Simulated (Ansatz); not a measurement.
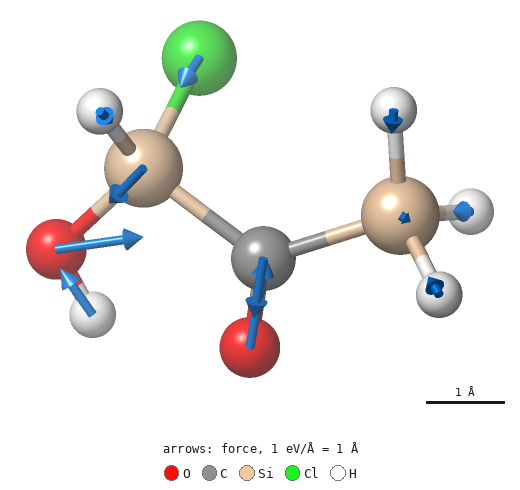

Starting geometry of CH$_{5}$ClO$_{2}$Si$_{2}$ with the computed forces as blue arrows. A ball-and-stick model, seen at a tilt.

The start comes from PBE-D4/def2-SVP.

Computed with Ansatz 0.2.0, RKS PBE0-D4/def2-TZVP. Settings: force threshold 0.005 eV/Å; at most 150 steps.

What follows when this structure is relaxed?

It isn't relaxed: the largest force vector, on an O atom, is 1.27 eV/Å. The final displacements have little in common with the starting forces (cosine between the two patterns 0.16). The atom that moves furthest after the best rigid fit is an H atom (0.28 Å). By element the largest moves are H 0.28 Å, Cl 0.17 Å, O 0.16 Å, Si 0.09 Å, C 0.03 Å. Near-neighbour distances that change, for instance: O–Si 1.663 → 1.625 Å, Cl–Si 2.089 → 2.054 Å, H–O 0.986 → 0.965 Å, C–Si 1.951 → 1.931 Å. Among the angles between lasting bonds that change: Si–O–H 107.1° → 113.0°, C–Si–H 119.6° → 116.0°, C–Si–O 102.1° → 105.4°. The energy falls by 0.086 eV in 18 geometry steps. Largest force component: 1.2 eV/Å at the start, 0.0025 eV/Å at the end.
